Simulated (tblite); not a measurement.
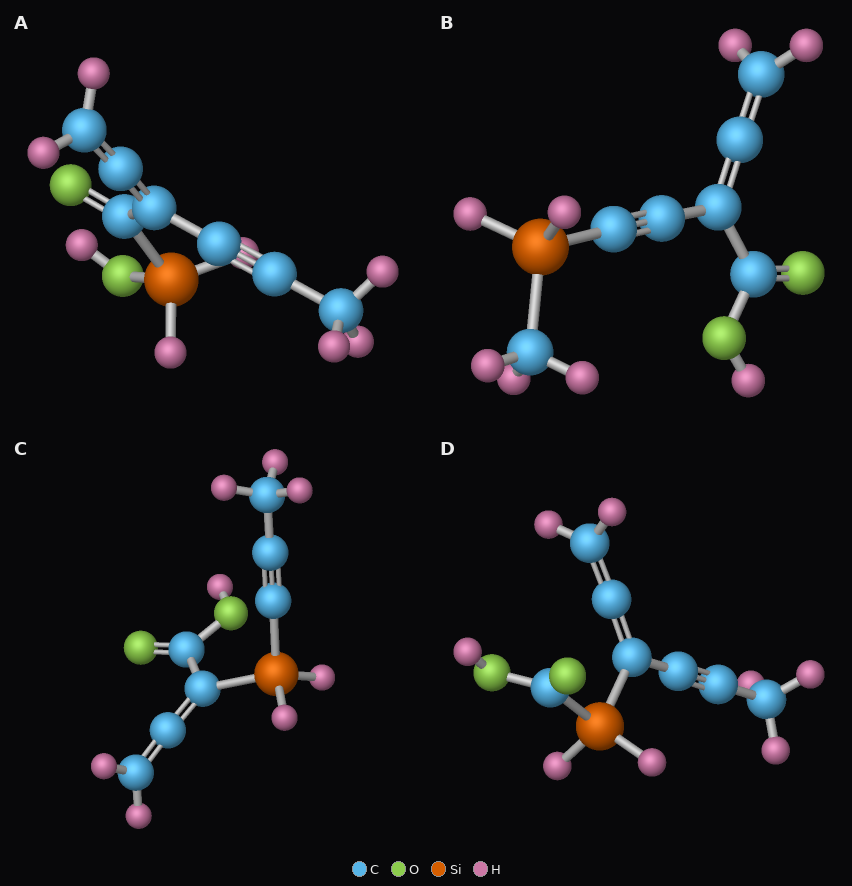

The picture comes from a calculation with tblite.

```xyz
18
charge 0, multiplicity 1
C    -0.5614   -3.1062   -1.6188
C    -0.4098   -1.9557   -1.0579
C    -0.2994   -0.7454   -0.5508
C     0.5007   -0.4783    0.5881
C     1.1752   -0.2536    1.5579
C     1.9843    0.0224    2.7216
C    -1.0063    0.4013   -1.1673
O    -1.7713    0.2747   -2.1087
Si   -0.7100    2.1701   -0.4743
O    -1.6151    3.1319   -1.4118
H     0.0943   -3.4483   -2.4043
H    -1.3451   -3.7850   -1.3211
H     1.9720    1.0904    2.9381
H     3.0128   -0.2927    2.5452
H     1.5933   -0.5188    3.5833
H    -1.1843    2.2491    0.9031
H     0.6971    2.5245   -0.6278
H    -2.1356    2.7258   -2.1061
```

Which picture belongs to the input above?

A. The file holds C7H8O2Si, `C=C=C(C#CC)C(=O)[SiH2]O`.
